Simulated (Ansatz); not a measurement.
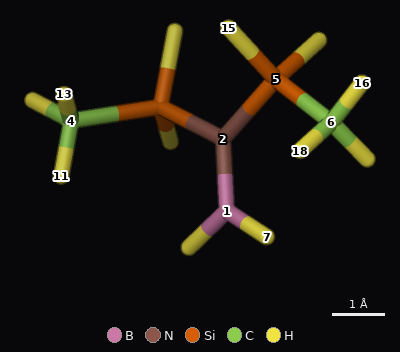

C2H12BNSi2, before the relaxation. The picture is a stick view, seen at a tilt.

The start comes from PBE-D4/def2-SVP.

Method: RKS PBE0-D4/def2-TZVP in Ansatz.

Input file:
```yaml
crystal:
  periodic: [false, false, false]
  atoms:
    - {symbol: B, position_ang: [-0.287752, -1.649365, -0.187203]}
    - {symbol: N, position_ang: [0.190296, -0.371902, 0.192206]}
    - {symbol: Si, position_ang: [1.754520, 0.155212, -0.515673]}
    - {symbol: C, position_ang: [1.573805, 0.486001, -2.357706]}
    - {symbol: Si, position_ang: [-0.682509, 0.733335, 1.298330]}
    - {symbol: C, position_ang: [-2.365139, 0.063416, 1.792912]}
    - {symbol: H, position_ang: [-1.355023, -2.074320, 0.221020]}
    - {symbol: H, position_ang: [0.386556, -2.337349, -0.942294]}
    - {symbol: H, position_ang: [2.796245, -0.895834, -0.252385]}
    - {symbol: H, position_ang: [2.144670, 1.418611, 0.208896]}
    - {symbol: H, position_ang: [1.260811, -0.436656, -2.887572]}
    - {symbol: H, position_ang: [2.536651, 0.826075, -2.791714]}
    - {symbol: H, position_ang: [0.812650, 1.271269, -2.543244]}
    - {symbol: H, position_ang: [0.175734, 0.964408, 2.515780]}
    - {symbol: H, position_ang: [-0.828613, 2.059662, 0.595083]}
    - {symbol: H, position_ang: [-2.863507, 0.794786, 2.461669]}
    - {symbol: H, position_ang: [-2.274360, -0.898191, 2.335655]}
    - {symbol: H, position_ang: [-3.012536, -0.097555, 0.908041]}
basis:
  gaussian: {orbitals: def2-TZVP}
hamiltonian: {xc: pbe0, dispersion: d4}
relax: {f_tol: 0.005, max_steps: 150}
```

Launched with:
```bash
ansatz run in.yaml --threads 4 --pin off --events-out ev --progress --plain --max-ram 11315MiB
```

### What does the optimiser find from here?

The largest move after the best rigid fit is that of H16, 0.10 Å. Largest moves by element: H 0.10 Å, C 0.07 Å, B 0.06 Å, Si 0.05 Å, N 0.03 Å. Near-neighbour distances that change, for instance: N2–Si3 1.796 → 1.760 Å, N2–Si5 1.791 → 1.756 Å, B1–H7 1.219 → 1.199 Å, Si3–C4 1.880 → 1.861 Å. Over 10 accepted moves (12 points after the start) the energy falls by 0.089 eV. Largest force component: 0.46 eV/Å at the start, 0.0017 eV/Å at the end. The line search rejected the trial steps at points 3, 11 of the run. The forces were under the threshold at step 9, but the run went on from there.

Final geometry:

```xyz
18

B    -0.2570   -1.6747   -0.1367
N     0.2038   -0.3920    0.2035
Si    1.7241    0.1361   -0.5098
C     1.5223    0.5209   -2.3192
Si   -0.6559    0.7120    1.2650
C    -2.3401    0.0813    1.7344
H    -1.2950   -2.0961    0.2896
H     0.4048   -2.3592   -0.8728
H     2.7508   -0.9174   -0.3063
H     2.1373    1.3592    0.2339
H     1.2002   -0.3680   -2.8667
H     2.4673    0.8629   -2.7490
H     0.7759    1.3050   -2.4667
H     0.1693    0.9415    2.4823
H    -0.7706    2.0176    0.5557
H    -2.8342    0.8252    2.3655
H    -2.2770   -0.8534    2.2945
H    -2.9636   -0.0894    0.8546
```

After the run, drawn alike:

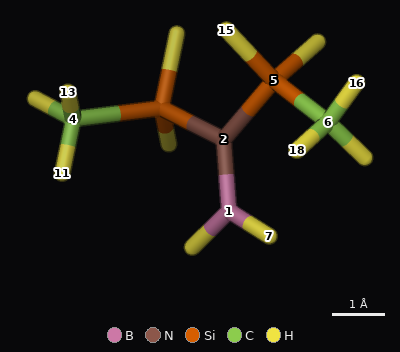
